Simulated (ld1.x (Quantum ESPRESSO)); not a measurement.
**Pseudopotential generation for cobalt: TM, PBE**

Aim: build the potential from the settings below, then test how well it stands in for the atom: other configurations, scattering, ghost states and the plane-wave cutoff that it needs.

The numbers are computed with ld1.x (Quantum ESPRESSO) 7.5 (PBE, scalar-relativistic, spin-unpolarised reference atom).

## Step 1: Starting point

The settings as typed:

```
element                 : cobalt (Co, Z = 27)
type                    : norm-conserving Troullier–Martins (Kleinman–Bylander form)
frozen core             : [Ar]
valence charge          : 9
reference configuration : 3d7 4s2 4p0
partial waves           : 4s (bound): rc 1.70 bohr; 3d (bound): rc 1.80 bohr; 4p (bound, empty): rc 3.05 bohr
local potential         : the p channel
core correction         : not asked for
```

The nodes and maxima of the atom's own shells, from an earlier all-electron run, set the scale for the radii.

All-electron outer shells of the reference configuration (PBE, scalar-relativistic, ld1.x):

| shell | level (eV) | outermost node (bohr) | outermost maximum (bohr) |
| --- | --- | --- | --- |
| 3s | -102.40 | 0.31 | 0.66 |
| 3p | -65.64 | 0.28 | 0.68 |
| 3d | -8.20 | – | 0.66 |
| 4s | -5.47 | 0.96 | 2.32 |
| 4p | -1.28 | 1.05 | 3.25 |

## Step 2: Generating the potential

The input, Co.in:

```
 &input
   title='Co', zed=27., rel=1, dft='PBE', iswitch=3,
   config='[Ar] 3d7 4s2 4p0',
   nld=3, rlderiv=3.30, eminld=-3.0, emaxld=5.0, deld=0.02
 /
 &inputp
   pseudotype=2, tm=.true., lloc=1,
   nlcc=.false.,
   file_pseudopw='Co.UPF', file_wfcaegen='ae.wfc', file_wfcncgen='nc.wfc', file_beta='beta', file_chi='chi'
 /
3
4S  1  0   2.00   0.00  1.70  1.70  0.0
3D  3  2   7.00   0.00  1.80  1.80  0.0
4P  2  1   0.00   0.00  3.05  3.05  0.0
 &test
   configts(1)='3d7 4s2 4p0'
 /
```

Launch:

```bash
$ ld1.x < Co.in > Co.out
```

What the program wrote to Co.out (without the banner and most projector matrices):

```text
     Program LD1 v.7.5
     --------------------------- All-electron run ----------------------------

     Co
     scalar relativistic calculation

     atomic number is 27.00
     dft =PBE   lsd =0 sic =0 latt =0  beta=0.20 tr2=1.0E-14
     Exchange-correlation= PBE
                           (   1   4   3   4   0   0   0)
     mesh =1193 r(mesh) =  99.89935 a.u. xmin = -7.00 dx = 0.01250
     1 Ry =  13.60569312 eV, c = 137.03599908

     n l     nl                  e(Ry)          e(Ha)          e(eV)
     1 0     1S 1( 2.00)      -558.0826      -279.0413     -7593.1006
     2 0     2S 1( 2.00)       -66.0755       -33.0378      -899.0036
     2 1     2P 1( 6.00)       -56.5897       -28.2948      -769.9416
     3 0     3S 1( 2.00)        -7.5266        -3.7633      -102.4044
     3 1     3P 1( 6.00)        -4.8242        -2.4121       -65.6364
     3 2     3D 1( 7.00)        -0.6030        -0.3015        -8.2040
     4 0     4S 1( 2.00)        -0.4020        -0.2010        -5.4697
     4 1     4P 1( 0.00)        -0.0938        -0.0469        -1.2766

     final scf error:  8.6E-15 reached in  32 iterations

     Etot =   -2786.294851 Ry,   -1393.147426 Ha,  -37909.472698 eV

     Ekin =    2822.267919 Ry,    1411.133959 Ha,   38398.911213 eV
     Encl =   -6674.713191 Ry,   -3337.356595 Ha,  -90814.099355 eV
     Eh   =    1184.776043 Ry,     592.388022 Ha,   16119.699266 eV
     Exc  =    -118.625623 Ry,     -59.312811 Ha,   -1613.983821 eV

     normalization and overlap integrals

     s(1S/1S) =  1.000000  <r> =   0.0562  <r2> =    0.0042  r(max) =   0.0366
     s(2S/2S) =  1.000000  <r> =   0.2555  <r2> =    0.0770  r(max) =   0.2131
     s(2P/2P) =  1.000000  <r> =   0.2250  <r2> =    0.0622  r(max) =   0.1723
     s(3S/3S) =  1.000000  <r> =   0.7736  <r2> =    0.6913  r(max) =   0.6648
     s(3P/3P) =  1.000000  <r> =   0.8160  <r2> =    0.7864  r(max) =   0.6816
     s(3D/3D) =  1.000000  <r> =   1.0711  <r2> =    1.5569  r(max) =   0.6648
     s(4S/4S) =  1.000000  <r> =   2.8937  <r2> =    9.7888  r(max) =   2.3202
     s(4P/4P) =  1.000000  <r> =   4.4224  <r2> =   23.7598  r(max) =   3.2517

     ------------------------ End of All-electron run ------------------------

     --------------------- Generating NC pseudopotential ---------------------

      Generating local pot.: lloc=1, matching radius rcloc =   3.0500

      Wfc   4S  rcut= 1.698  Using Troullier-Martins method

      Wfc   3D  rcut= 1.785  Using Troullier-Martins method

     ------------------- End of pseudopotential generation -------------------

     [... the all-electron block is printed once more ...]


     Computing logarithmic derivative in   3.31326
     Computing logarithmic derivative in   3.31326
     Computing the partial wave expansion
     R is outside the sphere for l=    0 j= 0.00
       no projector for channel:   1
     R is outside the sphere for l=    2 j= 0.00

     ---------------------- Testing the pseudopotential ----------------------

     Co
     scalar relativistic calculation

     atomic number is 27.00   valence charge is  9.00
     dft =PBE   lsd =0 sic =0 latt =0  beta=0.20 tr2=1.0E-14
     mesh =1193 r(mesh) =  99.89935 xmin = -7.00 dx = 0.01250

     n l     nl             e AE (Ry)        e PS (Ry)    De AE-PS (Ry)
     3 2     3D   1( 7.00)       -0.60298       -0.60298        0.00000
     1 0     4S   1( 2.00)       -0.40202       -0.40201       -0.00000
     2 1     4P   1( 0.00)       -0.09383       -0.09383        0.00000

     eps = 7.4E-15  iter = 11

     Etot =   -2786.294851 Ry,   -1393.147426 Ha,  -37909.472698 eV
     Etotps =   -54.568998 Ry,     -27.284499 Ha,    -742.449040 eV

     Ekin =      76.435255 Ry,      38.217627 Ha,    1039.954622 eV
     Encl =     -98.172353 Ry,     -49.086176 Ha,   -1335.702908 eV
     Ehrt =      52.430209 Ry,      26.215105 Ha,     713.349339 eV
     Ecxc =      -9.852290 Ry,      -4.926145 Ha,    -134.047236 eV
     Epseu=     -75.409819 Ry,     -37.704910 Ha,   -1026.002857 eV

     ---------------------- End of pseudopotential test ----------------------
```

Run time: 1.1 s. Hardware: 1 thread of Neoverse-V2, shared host. This counts the later configuration tests of the new file too.

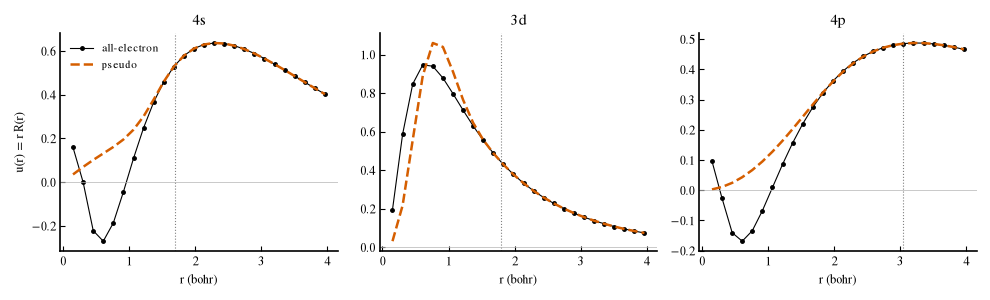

All-electron and pseudo partial waves (4s, 3d, 4p), with the matching radii dotted. The curves join 26 sampled radii, too few to resolve the innermost nodes.

## Step 3: Testing the new file in other configurations

The input, Co.test.in:

```
 &input
   title='Co', zed=27., rel=1, dft='PBE', iswitch=2,
   config='[Ar] 3d7 4s2 4p0'
 /
 &test
   file_pseudo='Co.UPF', nconf=8,
   configts(1)='3d7 4s2 4p0',
   configts(2)='3d7 4s1 4p0',
   configts(3)='3d7 4s0 4p0',
   configts(4)='3d6 4s0 4p0',
   configts(5)='3d6 4s2 4p1',
   configts(6)='3d7.5 4s1.5 4p0',
   configts(7)='3d7 4s0 4p2',
   configts(8)='3d7 4s0 4p1'
 /
```

Launch:

```bash
$ ld1.x < Co.test.in > Co.test.out
```

Co.test.out, the pseudopotential blocks, each with the warnings that came before it:

```text
     ---------------------- Testing the pseudopotential ----------------------

     Co
     scalar relativistic calculation

     atomic number is 27.00   valence charge is  9.00
     dft =PBE   lsd =0 sic =0 latt =0  beta=0.20 tr2=1.0E-14
     mesh =1193 r(mesh) =  99.89935 xmin = -7.00 dx = 0.01250

     n l     nl             e AE (Ry)        e PS (Ry)    De AE-PS (Ry)
     3 2     3D   1( 7.00)       -0.60298       -0.60298        0.00000
     1 0     4S   1( 2.00)       -0.40202       -0.40201       -0.00000
     2 1     4P   1( 0.00)       -0.09383       -0.09383        0.00000

     eps = 3.9E-15  iter =  8

     Etot =   -2786.294851 Ry,   -1393.147426 Ha,  -37909.472698 eV
     Etotps =   -54.568998 Ry,     -27.284499 Ha,    -742.449041 eV

     Ekin =      76.435255 Ry,      38.217628 Ha,    1039.954626 eV
     Encl =     -98.172353 Ry,     -49.086177 Ha,   -1335.702910 eV
     Ehrt =      52.430210 Ry,      26.215105 Ha,     713.349342 eV
     Ecxc =      -9.852290 Ry,      -4.926145 Ha,    -134.047237 eV
     Epseu=     -75.409820 Ry,     -37.704910 Ha,   -1026.002863 eV

     ---------------------- End of pseudopotential test ----------------------

     ---------------------- Testing the pseudopotential ----------------------

     Co
     [...]
     n l     nl             e AE (Ry)        e PS (Ry)    De AE-PS (Ry)
     3 2     3D   1( 7.00)       -1.24646       -1.24867        0.00221
     1 0     4S   1( 1.00)       -0.93803       -0.93686       -0.00117
     2 1     4P   1( 0.00)       -0.54886       -0.54900        0.00014

     eps = 4.6E-15  iter = 15

     Etot =   -2785.631149 Ry,   -1392.815574 Ha,  -37900.442564 eV
     Etotps =   -53.905419 Ry,     -26.952709 Ha,    -733.420584 eV
     dEtot_ae =       0.663703 Ry
     dEtot_ps =       0.663579 Ry,   Delta E=       0.000123 Ry

     [...]
     ---------------------- End of pseudopotential test ----------------------

     ---------------------- Testing the pseudopotential ----------------------

     Co
     [...]
     n l     nl             e AE (Ry)        e PS (Ry)    De AE-PS (Ry)
     3 2     3D   1( 7.00)       -1.98916       -1.98697       -0.00219
     1 0     4S   1( 0.00)       -1.53869       -1.52528       -0.01341  !
     2 1     4P   1( 0.00)       -1.07841       -1.07264       -0.00577  !

     eps = 5.5E-15  iter =  7

     Etot =   -2784.397424 Ry,   -1392.198712 Ha,  -37883.656885 eV
     Etotps =   -52.677460 Ry,     -26.338730 Ha,    -716.713360 eV
     dEtot_ae =       1.897427 Ry
     dEtot_ps =       1.891538 Ry,   Delta E=       0.005890 Ry

     [...]
     ---------------------- End of pseudopotential test ----------------------

     Warning: n=3, l=2 expected 0 nodes, found 1
     ---------------------- Testing the pseudopotential ----------------------

     Co
     [...]
     n l     nl             e AE (Ry)        e PS (Ry)    De AE-PS (Ry)
     3 2     3D   1( 6.00)       -3.31966       -3.36746        0.04780  !
     1 0     4S   1( 0.00)       -2.38146       -2.34955       -0.03191  !
     2 1     4P   1( 0.00)       -1.82341       -1.82033       -0.00309

     eps = 1.9E-15  iter = 11

     Etot =   -2781.761040 Ry,   -1390.880520 Ha,  -37847.787048 eV
     Etotps =   -50.017595 Ry,     -25.008798 Ha,    -680.524052 eV
     dEtot_ae =       4.533812 Ry
     dEtot_ps =       4.551403 Ry,   Delta E=      -0.017591 Ry

     [...]
     ---------------------- End of pseudopotential test ----------------------

     ---------------------- Testing the pseudopotential ----------------------

     Co
     [...]
     n l     nl             e AE (Ry)        e PS (Ry)    De AE-PS (Ry)
     3 2     3D   1( 6.00)       -1.11526       -1.16883        0.05357  !
     1 0     4S   1( 2.00)       -0.57203       -0.57516        0.00313
     2 1     4P   1( 1.00)       -0.19286       -0.19311        0.00025

     eps = 3.4E-15  iter = 22

     Etot =   -2785.584838 Ry,   -1392.792419 Ha,  -37899.812478 eV
     Etotps =   -53.833048 Ry,     -26.916524 Ha,    -732.435935 eV
     dEtot_ae =       0.710013 Ry
     dEtot_ps =       0.735950 Ry,   Delta E=      -0.025937 Ry

     [...]
     ---------------------- End of pseudopotential test ----------------------

     ---------------------- Testing the pseudopotential ----------------------

     Co
     [...]
     n l     nl             e AE (Ry)        e PS (Ry)    De AE-PS (Ry)
     3 2     3D   1( 7.50)       -0.44423       -0.42811       -0.01612  !
     1 0     4S   1( 1.50)       -0.35944       -0.35940       -0.00004
     2 1     4P   1( 0.00)       -0.07538       -0.07641        0.00104

     eps = 1.9E-15  iter = 27

     Etot =   -2786.365447 Ry,   -1393.182723 Ha,  -37910.433198 eV
     Etotps =   -54.635286 Ry,     -27.317643 Ha,    -743.350941 eV
     dEtot_ae =      -0.070595 Ry
     dEtot_ps =      -0.066288 Ry,   Delta E=      -0.004307 Ry

     [...]
     ---------------------- End of pseudopotential test ----------------------

     ---------------------- Testing the pseudopotential ----------------------

     Co
     [...]
     n l     nl             e AE (Ry)        e PS (Ry)    De AE-PS (Ry)
     3 2     3D   1( 7.00)       -0.84920       -0.85307        0.00387
     1 0     4S   1( 0.00)       -0.55385       -0.55119       -0.00265
     2 1     4P   1( 2.00)       -0.20516       -0.20476       -0.00040

     eps = 3.4E-15  iter = 11

     Etot =   -2785.634942 Ry,   -1392.817471 Ha,  -37900.494175 eV
     Etotps =   -53.910673 Ry,     -26.955337 Ha,    -733.492076 eV
     dEtot_ae =       0.659909 Ry
     dEtot_ps =       0.658325 Ry,   Delta E=       0.001584 Ry

     [...]
     ---------------------- End of pseudopotential test ----------------------

     ---------------------- Testing the pseudopotential ----------------------

     Co
     [...]
     n l     nl             e AE (Ry)        e PS (Ry)    De AE-PS (Ry)
     3 2     3D   1( 7.00)       -1.35700       -1.35833        0.00132
     1 0     4S   1( 0.00)       -1.00643       -1.00114       -0.00529  !
     2 1     4P   1( 1.00)       -0.60637       -0.60468       -0.00169

     eps = 4.0E-15  iter = 11

     Etot =   -2785.236570 Ry,   -1392.618285 Ha,  -37895.074046 eV
     Etotps =   -53.513189 Ry,     -26.756594 Ha,    -728.084024 eV
     dEtot_ae =       1.058281 Ry
     dEtot_ps =       1.055809 Ry,   Delta E=       0.002472 Ry

     [...]
     ---------------------- End of pseudopotential test ----------------------
```

The tests as a table, with energies relative to 3d7 4s2 4p0. A star marks tests that logged a warning.

```csv
valence configuration,charge,ΔE all-electron (eV),error AE − PS (meV)
3d7 4s1 4p0,+1,9.030,+1.7
3d7 4s0 4p0,+2,25.816,+80
3d6 4s0 4p0 *,+3,61.686,-239
3d6 4s2 4p1,0,9.660,-353
3d7.5 4s1.5 4p0,0,-0.960,-59
3d7 4s0 4p2,0,8.979,+22
3d7 4s0 4p1,+1,14.399,+34
```

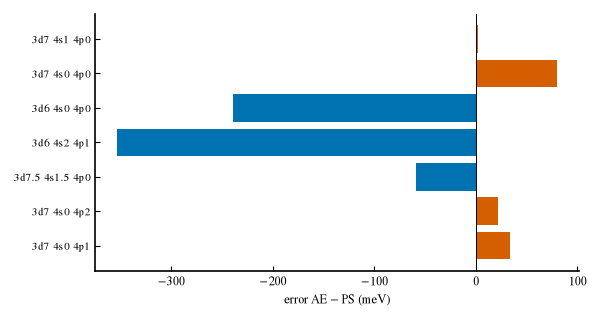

Error of the potential in each test configuration.

## Step 4: Does it scatter like the atom?

Taken from the files of the generation run. The phase is arctan(r·u′/u) with u = r·R, unwrapped, with energies in Ry. A pole is an energy at which the radial function vanishes at the test radius. The pseudo phase is shifted by a multiple of π to meet the all-electron one at the reference energy. Levels narrower than the energy grid can be missing from the poles. The last column is the largest difference on the grid between −1 and +1 Ry.

| channel | radius (bohr) | reference (Ry) | poles AE | poles PS | window around the reference with phases within 0.05 rad (Ry) | largest difference near zero (rad) |
| --- | --- | --- | --- | --- | --- | --- |
| s | 3.31 | -0.40 | 0.23, 4.71 | 0.25 | below 1.3 | 0.021 |
| p | 3.31 | -0.09 | 0.96 | 0.93, 4.75 | below 2.0 | 0.006 |
| d | 3.31 | -0.60 | -0.57, 2.31 | -0.57, 2.87 | below 0.3 | 0.408 |

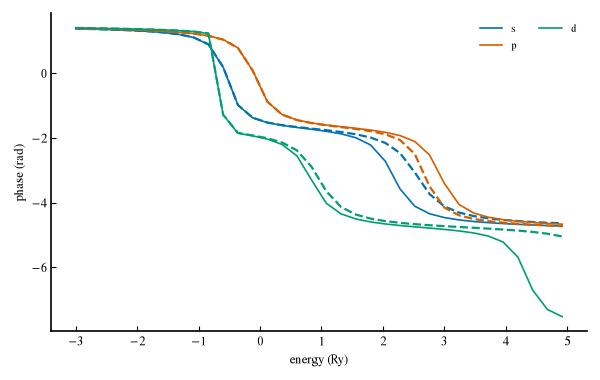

Phases by channel: all-electron solid, pseudo dashed.

## Step 5: Cutoff and ghost test in a Bessel basis

This step uses the generator's waves and projectors in a separate script. Basis: spherical Bessel functions vanishing at 20 bohr, q² up to the cutoff; potential fixed at the reference.

All-electron valence levels (Ry): 4s -0.4020, 3d -0.6030, 4p -0.0938. The lowest levels of each channel (Ry) by cutoff; the last column sums, over occupied levels, occupation times the distance from the level at 400 Ry. A positive value at high cutoff is not a bound level.

```
cutoff (Ry)      s #1     s #2     d #1     p #1    f #1  Σ f·Δε (mRy)
          8   -3.3902  -0.3785   0.0606  -0.0936  0.1121        4692.2
         21   -7.5046  -0.3983   0.0604  -0.0938  0.1121        4651.2
         40   -9.4460  -0.4010  -0.0564  -0.0938  0.1121        3828.2
         70  -10.2448  -0.4019  -0.5904  -0.0938  0.1121          88.3
         90  -10.3659  -0.4020  -0.6024  -0.0938  0.1121           4.3
        110  -10.3748  -0.4020  -0.6026  -0.0938  0.1121           2.6
        160  -10.4039  -0.4020  -0.6029  -0.0938  0.1121           0.3
        200  -10.4091  -0.4020  -0.6030  -0.0938  0.1121           0.0
        400  -10.4113  -0.4020  -0.6030  -0.0938  0.1121           0.0
```

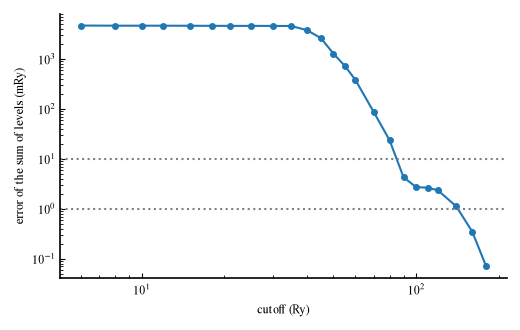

Occupation-weighted error of the valence levels against the cutoff; the dotted lines mark 10 and 1 mRy.

The sum stays within 10 mRy from 90 Ry and within 1 mRy from 160 Ry. The sum leaves out empty levels, which can need more. Ghost test: ghost state, bound below the all-electron valence or empty levels of the same l: s at -141.7 eV.

## Step 6: What came out

| quantity | value |
| --- | --- |
| cutoffs for 10 and 1 mRy, occupied levels | 90 Ry and 160 Ry |
| bound ghosts | s at -141.65 eV |
| largest test error (AE − PS) | -353 meV, for 3d6 4s2 4p1 |
| largest phase difference near zero energy, channels read | 0.408 rad |

In words: It has a bound ghost (s), a state that the atom doesn't have, and that rules the file out. The worst unpolarised test, 3d6 4s2 4p1, is off by 353 meV on 9.7 eV; by total energies transferability rates as poor. It counts as hard, with 90 Ry needed at the looser tolerance. The slowest occupied level is 3d: taken alone it needs 90 Ry to come within 1 mRy, against 40 Ry for 4s. Near zero energy the largest phase difference among the channels read is 0.41 rad, in the d channel.
